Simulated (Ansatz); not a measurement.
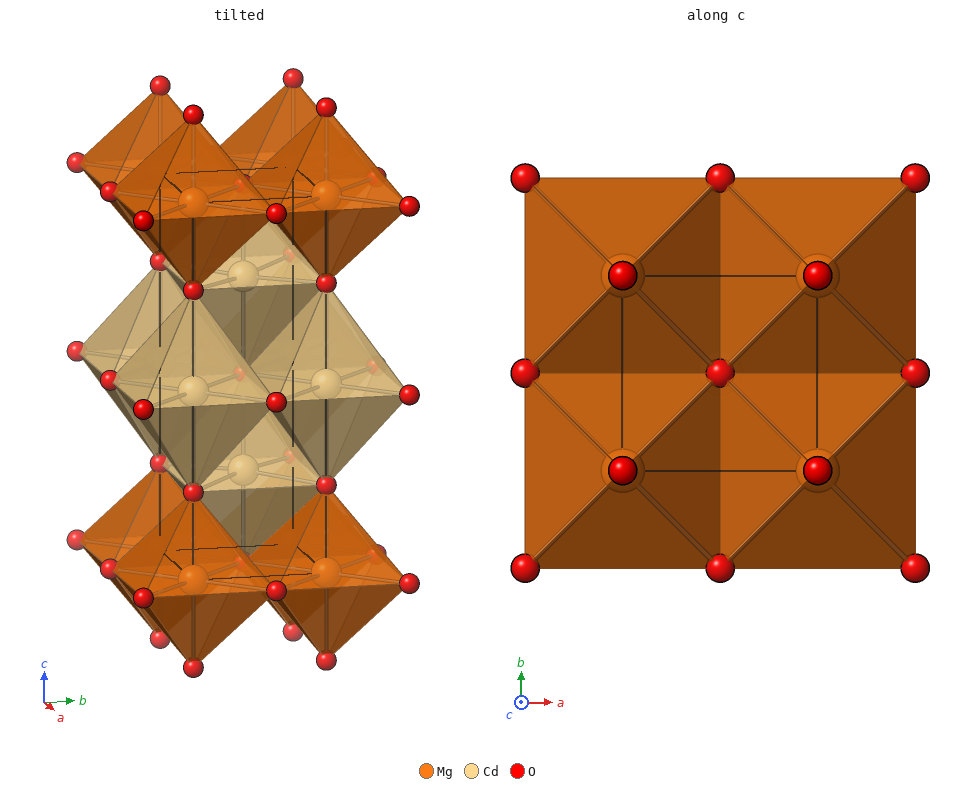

Shown here is a polyhedral view of the crystal, taken slightly off an axis and along the c axis. The edges of the conventional unit cell are marked. Some atoms of the next cells are drawn as well.

MgCd3O4, space group P4/mmm (No. 123), a = 3.308 Å, b = 3.308 Å, c = 9.330 Å, α = 90.00°, β = 90.00°, γ = 90.00°. Starting structure: a structure type filled with these elements by a generator (whether the compound takes this form wasn't checked). Earlier steps of the study may have refined or changed the cell and positions. It went into a calculation with Ansatz.

This one geometry was computed with Ansatz (DFT, plane waves, PAW) at three levels of theory: r2SCAN, PBE and PBEsol.

Question: Which level gives the highest pressure at this volume, and what does that say about its equilibrium volume?

Answer: Highest: PBE (0.0 GPa), which points to the largest equilibrium volume. Lowest, with the smallest volume: PBEsol (-5.8 GPa). Levels within 0.5 GPa of each other can't be told apart.

Question: How does the band gap change with the level of theory?

Answer: PBE: a metal; PBEsol: a metal; r2SCAN: a gap of 0.29 eV, indirect.

Question: Collect the results in a table.

Answer:
| level | cutoff (eV) | k-mesh of the run's cell | gap (eV) | pressure (GPa) |
| --- | --- | --- | --- | --- |
| r2SCAN | 500 | 12×12×4 | 0.29 | -5.1 |
| PBE | 420 | 12×12×4 | metal | 0.0 |
| PBEsol | 420 | 12×12×4 | metal | -5.8 |

Gaps are taken on the k-mesh or band path of each run.
